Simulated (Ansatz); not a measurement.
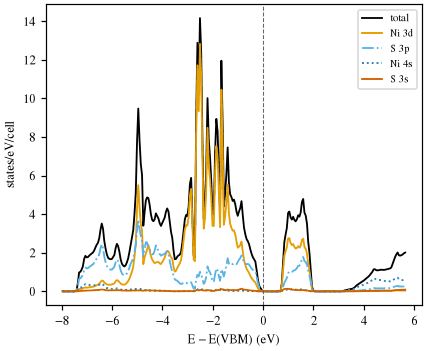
Total and projected density of states of NiS (NiAs type, P6_3/mmc), DFT-r²SCAN in the program Ansatz with PAW potentials

Which orbitals carry the states next to the gap?

Top 1 eV of the valence band: S 3p 50 %, Ni 3d 45 %. Bottom 1 eV of the conduction band: Ni 3d 63 %, S 3p 29 %. Projections are on Löwdin-orthogonalised atomic valence shells; empty p or d shells of many metals are not among them.

Where is the tallest occupied peak in this window, and what makes it?

Near -2.5 eV, about 14 states/eV per cell; the largest projected share is Ni 3d.

The workflow started from an entry of the Crystallography Open Database (COD, 300 K), which files this formula under 3 space groups. Its standing as an ambient phase is unchecked. Symmetry was held in the r²SCAN relaxation, as lowered by the spin order; whether a distortion lowers the energy is not shown. Magnetic state: antiferromagnetic, chosen from 5 collinear starts compared on coarse meshes (ties went to the first, and starts can fall back to one state), not a proven ground state. Other orbital occupations within this spin state were not tried. No Hubbard U is applied.

Potentials: the later of the program's two PAW sets.
